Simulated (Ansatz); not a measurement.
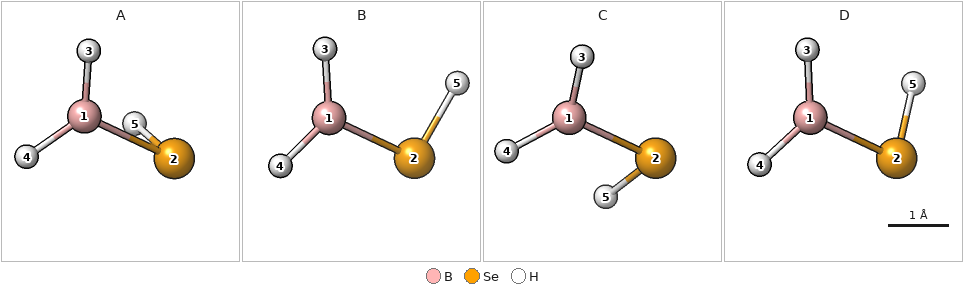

4 geometries from a converged minimum-energy path of BH3Se, shuffled. Style: ball-and-stick. Shown at a tilt.

The calculation used RKS r2SCAN-D4/def2-SVP (Ansatz). Settings: 5 movable images; climbing image; force threshold 0.05 eV/Å; iteration limit 60; starting path through a guess of the saddle point.

### Which frame is the transition state?

A. In order along the path, whose images run from 0 to 6: B (image 0, 0.00 eV), D (image 1, +0.22 eV), A (image 3, +0.94 eV), C (image 5, +0.22 eV). No bond forms or breaks between the ends. Bond angles that change up to the highest image, for instance: B1–Se2–H5 97.7° → 86.7°, Se2–B1–H4 115.5° → 119.5°.

The run took 110 s on 1 thread of Arm Neoverse V1, on a shared host, peak memory 0.23 GiB.
